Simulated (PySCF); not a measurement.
**C3H5F3SeSi: electronic excitations**

What electronic excitations should C3H5F3SeSi (`FC(F)(F)[Se]/C=C\[SiH3]`) show?

The runs use PySCF 2.14.0, with density-fitted response routines of our own; the level of theory stands in each step. All values are computed, except where a source is named. Atoms are numbered from 0 throughout.

## Step 1: The molecule as given

13 atoms, charge 0, multiplicity 1; geometry from: GFN2-xTB.

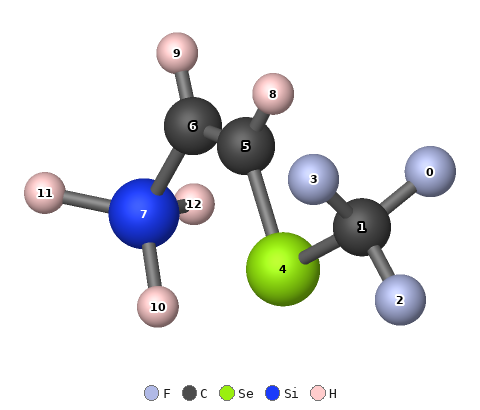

As it starts; fluorine light blue, carbon dark grey, selenium green, silicon blue, hydrogen pink, atoms numbered; sticks join atoms by distance.

## Step 2: Ultraviolet spectrum: wB97X-D/def2-SVPD

Job settings and geometry (Å):

```
{"job": {"kind": "uv", "xc": "wB97X-D", "basis": "def2-SVPD", "nstates": 8, "ntriplets": 3}, "charge": 0, "multiplicity": 1}
F      2.726285     0.826598    -1.333764
C      2.732134     0.116572    -0.203754
F      3.767764    -0.712782    -0.244649
F      2.931319     0.978774     0.795437
Se     1.067904    -0.895083     0.025712
C     -0.045919     0.660887     0.033254
C     -1.369136     0.637907     0.093958
Si    -2.429049    -0.918170     0.169656
H      0.533087     1.575793    -0.011352
H     -1.869766     1.598078     0.094763
H     -1.531873    -2.051131     0.441464
H     -3.410518    -0.741627     1.241678
H     -3.106619    -1.075327    -1.120131
```

Level: TDDFT wB97X-D/def2-SVPD, vertical, gas phase, core orbitals frozen in the response.

Command:

```bash
> OMP_NUM_THREADS=1 python probes_run.py task.json out
```

One launch serves the whole session: the jobs run in the order shown.

The program printed:

```text
coarse grid: 57544 points
cycle   1  E = -3106.9298346050  dE =  2.383e-01  |g| = 9.796e-01  |ddm| = 5.146e+00
cycle   2  E = -3106.8822605486  dE =  4.757e-02  |g| = 1.200e+00  |ddm| = 2.140e+00
cycle   3  E = -3107.1242467092  dE = -2.420e-01  |g| = 5.248e-02  |ddm| = 1.195e+00
cycle   4  E = -3107.1249282224  dE = -6.815e-04  |g| = 2.358e-02  |ddm| = 1.457e-01
cycle   5  E = -3107.1250609549  dE = -1.327e-04  |g| = 6.947e-03  |ddm| = 4.816e-02
cycle   6  E = -3107.1250757095  dE = -1.475e-05  |g| = 2.808e-03  |ddm| = 1.612e-02
cycle   7  E = -3107.1250783132  dE = -2.604e-06  |g| = 8.184e-04  |ddm| = 6.731e-03
final grid: 120296 points
cycle   8  E = -3107.1246908028  dE = -1.457e-06  |g| = 1.037e-03  |ddm| = 1.464e-02
cycle   9  E = -3107.1246908202  dE = -1.745e-08  |g| = 1.119e-03  |ddm| = 2.976e-03
cycle  10  E = -3107.1246910779  dE = -2.576e-07  |g| = 1.132e-04  |ddm| = 1.303e-03
cycle  11  E = -3107.1246910835  dE = -5.602e-09  |g| = 5.191e-05  |ddm| = 3.139e-04
cycle  12  E = -3107.1246910850  dE = -1.553e-09  |g| = 1.839e-05  |ddm| = 1.612e-04
cycle  13  E = -3107.1246910852  dE = -1.710e-10  |g| = 6.293e-06  |ddm| = 5.496e-05
converged SCF energy = -3107.1246910852

Static polarisability (au): isotropic 95.529, principal 71.817 84.647 130.123

Singlet excitations
state   eV       nm        f      main configurations
  1   4.6532    266.4   0.00212   H->L 0.53, H->L+1 0.40
  2   5.5177    224.7   0.20177   H->L+1 0.54, H->L 0.43
  3   6.2908    197.1   0.00785   H->L+2 0.77
  4   6.7045    184.9   0.00302   H-1->L 0.45, H-1->L+1 0.25, H->L+3 0.15
  5   6.8310    181.5   0.01367   H->L+3 0.63, H-1->L 0.12
  6   7.2217    171.7   0.03751   H->L+5 0.23, H-1->L+1 0.22, H->L+7 0.14
  7   7.3371    169.0   0.05356   H->L+7 0.18, H->L+9 0.17, H->L+6 0.14
  8   7.4414    166.6   0.04219   H-2->L 0.31, H->L+5 0.18, H-2->L+1 0.10

Triplet excitations (Tamm-Dancoff, eV): 3.9322 4.2417 5.6956
```

It took 2 min on 1 thread of Arm Neoverse N1, shared host; peak memory 1.1 GiB.

The orbitals next to the gap, with their largest atomic shares:

| orbital | eV | atoms |
| --- | --- | --- |
| HOMO−3 | -11.85 | Si7 24 %, Se4 16 %, H11 11 % |
| HOMO−2 | -11.21 | C5 28 %, Se4 21 %, C6 18 % |
| HOMO−1 | -10.88 | Se4 27 %, C6 20 %, Si7 14 % |
| HOMO | -8.73 | Se4 53 %, C6 18 %, C5 15 % |
| LUMO | 0.85 | Se4 26 %, C5 23 %, C6 16 % |
| LUMO+1 | 1.00 | Se4 30 %, C5 22 %, C6 15 % |
| LUMO+2 | 1.70 | Se4 47 %, Si7 20 %, H10 6 % |

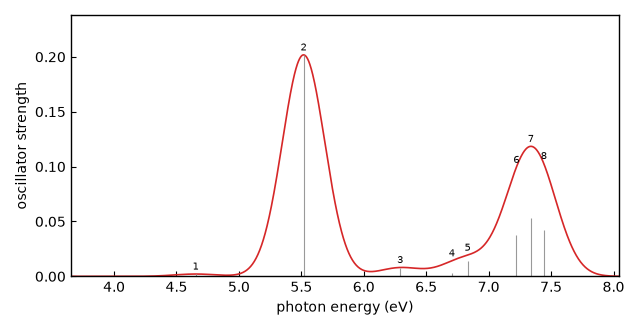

Absorption spectrum from the 8 singlet states computed; above the last one it falls off for lack of states. Lines are broadened to a width of 0.40 eV (Gaussian).

Further results of this job:

| property | computed |
| --- | --- |
| dipole moment (D) | 1.88 |
| polarisability (Å³) | 14.16 |
| HOMO–LUMO gap (eV) | 9.59 |
| −ε(HOMO) (eV) | 8.73 |

## Step 3: Outcome

| quantity | value |
| --- | --- |
| lowest singlet (wB97X-D/def2-SVPD) | 4.65 eV (266 nm), f = 0.002 |
| brightest single state of those computed | state 2, 5.52 eV, f = 0.202 |
| lowest triplet | 3.93 eV |

The lowest singlet, at 4.65 eV, is HOMO→LUMO 0.53, HOMO→LUMO+1 0.40 and is weak; of the 8 states computed, the strongest absorption comes from state 2 at 5.52 eV. The lowest triplet lies 0.72 eV below the lowest singlet (triplets in Tamm-Dancoff, singlets in full TDDFT).
